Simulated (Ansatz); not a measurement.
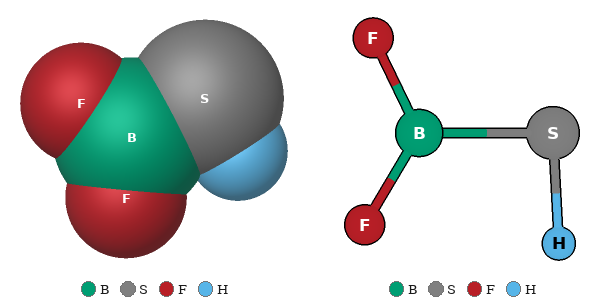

Two views of one molecule.

Computed geometry: PBE0-D4/def2-TZVP optimisation.

Describe the molecule.

Formula BF2HS. This geometry has Cs symmetry. All atoms lie on one plane. Coordination: 1 B trigonal planar; 1 S bent.

The parts below concern this one geometry. Atoms keep their numbers from picture to picture.

## Shape

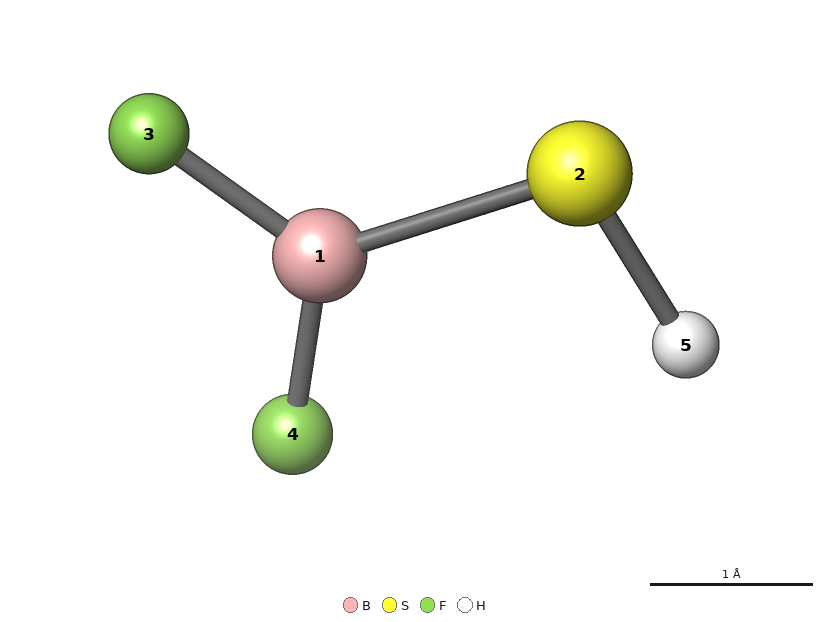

Numbered structure.

What are the angles S2–B1–F3, S2–B1–F4, F3–B1–F4, B1–S2–H5?

| angle | degrees |
| --- | --- |
| S2–B1–F3 | 119.2 |
| S2–B1–F4 | 122.6 |
| F3–B1–F4 | 118.2 |
| B1–S2–H5 | 94.5 |

## Charges

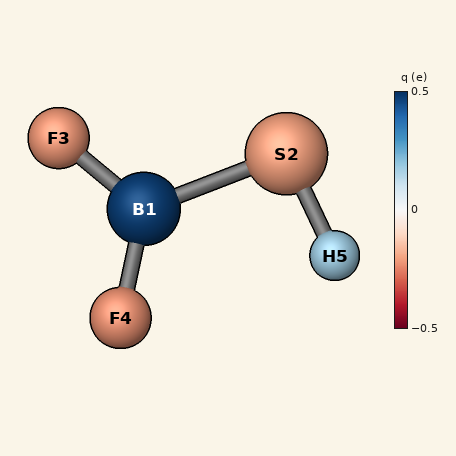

Atoms are coloured by their Mulliken charges. Method: RKS PBE0-D4/def2-TZVP (Ansatz 0.2.0).

> Which atom carries the highest charge (most positive or least negative)?

B1 (0.47 e).

> And the lowest?

F4 (−0.23 e).

List the Mulliken charges.

```
atom  value (e)
  B1       0.47
  S2      −0.20
  F3      −0.22
  F4      −0.23
  H5       0.18
```

## Electronic properties

Method: RKS PBE0-D4/def2-TZVPP (Ansatz 0.2.0).

What does the calculation give?

- HOMO energy (Kohn–Sham orbital): −8.44 eV
- LUMO energy (Kohn–Sham orbital): 0.13 eV
- HOMO–LUMO gap: 8.58 eV

## Dipole moment

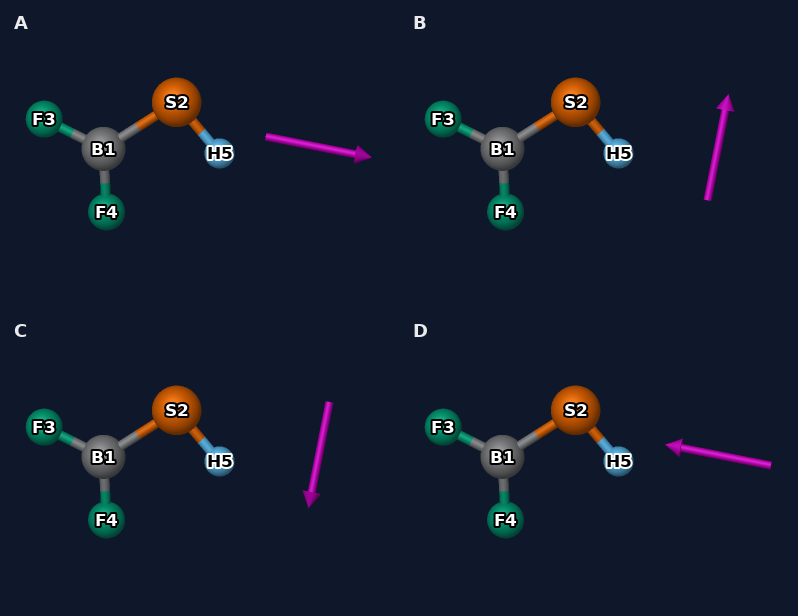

The same molecule four times, each with an arrow. Properties computed with RKS PBE0-D4/def2-TZVP (Ansatz 0.2.0).

> Which arrow points along the dipole moment, from the negative to the positive end?

A. The dipole moment is 1.31 D; it points from the side of F3 to the side of H5 (the outermost atoms at the two ends).

## Thermal motion

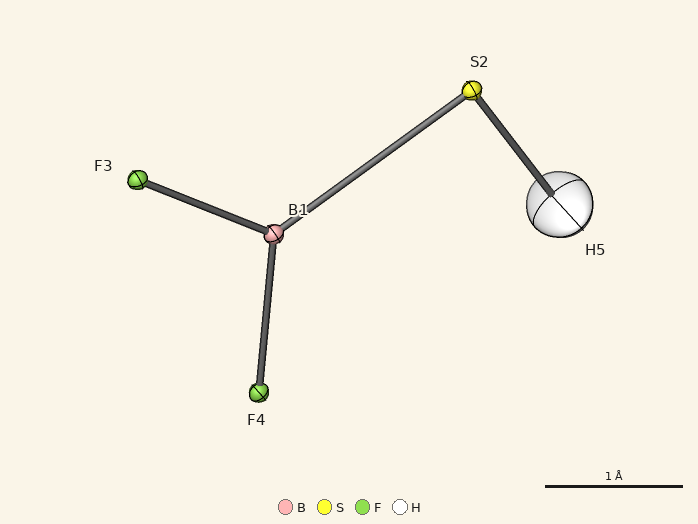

Displacement ellipsoids at the 50 % level, from the internal vibrations of the free molecule (harmonic, no overall translation or rotation; no half-axis is drawn under 0.075 Å). Vibrations computed with RKS PBE0-D4/def2-TZVP (Ansatz 0.2.0). Temperature: 298 K.

Give the displacement parameters, one line for each set of equivalent atoms.

```json
{"atom": "B1", "U_eq (Å²)": "0.0019", "rms amplitudes (Å)": "0.036, 0.043, 0.051"}
{"atom": "S2", "U_eq (Å²)": "0.00047", "rms amplitudes (Å)": "0.009, 0.022, 0.029"}
{"atom": "F3", "U_eq (Å²)": "0.0011", "rms amplitudes (Å)": "0.013, 0.031, 0.047"}
{"atom": "F4", "U_eq (Å²)": "0.0011", "rms amplitudes (Å)": "0.013, 0.031, 0.046"}
{"atom": "H5", "U_eq (Å²)": "0.0302", "rms amplitudes (Å)": "0.080, 0.158, 0.244"}
```

Mulliken values depend strongly on the basis set and can even reverse the polarity of a bond.
